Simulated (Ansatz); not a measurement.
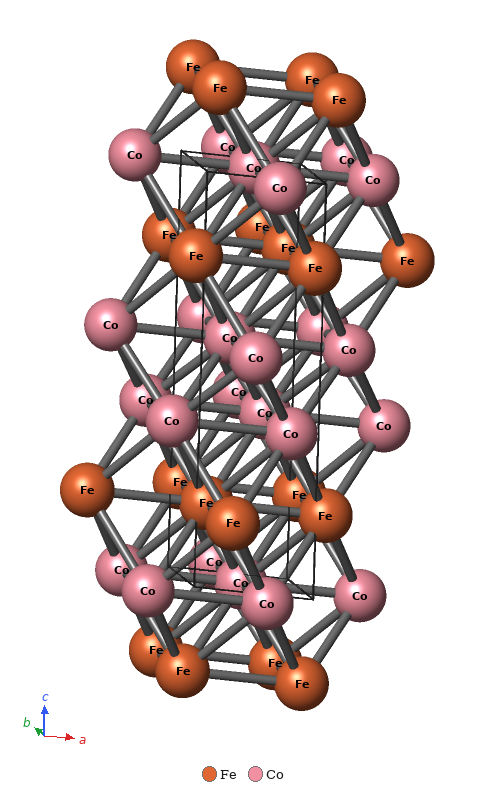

Crystal structure, ball-and-stick style, seen slightly off an axis. The parallelepiped is the cell (the run's own, in a reduced setting). Periodic images bonded to atoms of the box are shown as well.

```
CELL_PARAMETERS angstrom
0.00000 -2.53311 0.00000
2.53311 0.00000 0.00000
-1.26655 1.26655 8.80058
ATOMIC_POSITIONS crystal
Fe 0.89977 0.89977 0.79954
Fe 0.10023 0.10023 0.20046
Co 0.70263 0.70263 0.40526
Co 0.29737 0.29737 0.59474
Co 0.50000 0.50000 0.00000
```

All computed values are from DFT PBEsol, scalar-relativistic, plane waves, PAW in Ansatz 0.2.0. Settings: plane waves to 420 eV, k-points about 0.18 Å⁻¹ apart, Gaussian smearing of 0.1 eV, collinear spins. The state is ferromagnetic.

**What does a Bader analysis give?**

Fe +0.15 e; Co -0.15 to -0.07 e. Little charge moves, as in a metallic or covalent solid.

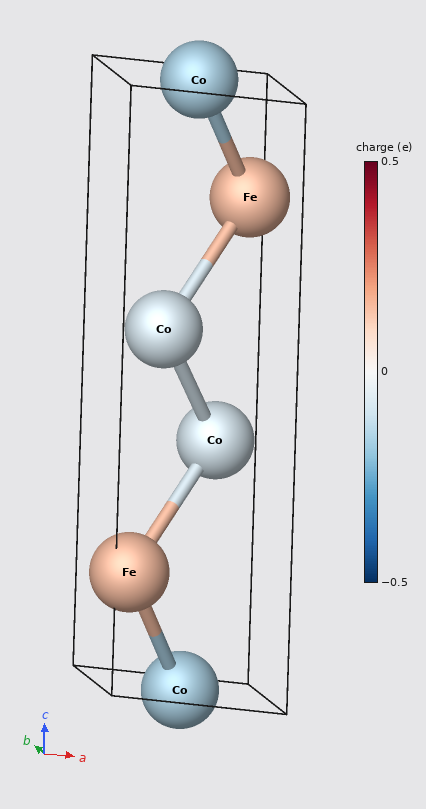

The atoms coloured by those charges.

Starting structure: a structure type filled with these elements by a generator (whether the compound takes this form wasn't checked). Earlier steps of the study, as a rule a relaxation of our own, may have changed the cell and positions, so they can lie some per cent off the listed ones. A calculation with Ansatz used it as input.

At this level of theory the run's own cell isn't at rest (stretched, at -10 GPa), so its distances can differ from those at equilibrium, the more so the softer the solid, and its magnetic state may change on relaxation.
